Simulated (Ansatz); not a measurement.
The starting structures come from a database of crystals and need not be the phases stable at ambient conditions.

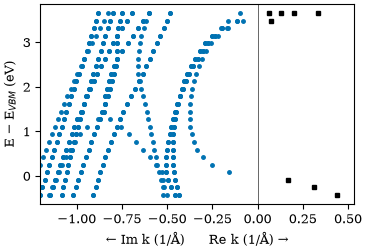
*Complex bands at the centre of the two-dimensional zone; r2SCAN (Ansatz, a quantum-chemistry and plane-wave program)*

The gap is the functional's own. No spin-orbit coupling. Mid-gap values are interpolated on the energy grid.

Question: This is Rb3MgH5 (I4/mcm, not sure to be the ambient phase, 18 atoms a cell, 20.6 Å³ an atom) along the normal of (101). Read off the slowest decay at the centre of the two-dimensional zone at 1.78 eV, the computed energy nearest the middle of the gap.

Answer: κ ≈ 0.37 1/Å, a decay length 1/(2κ) of the density of 1.4 Å.
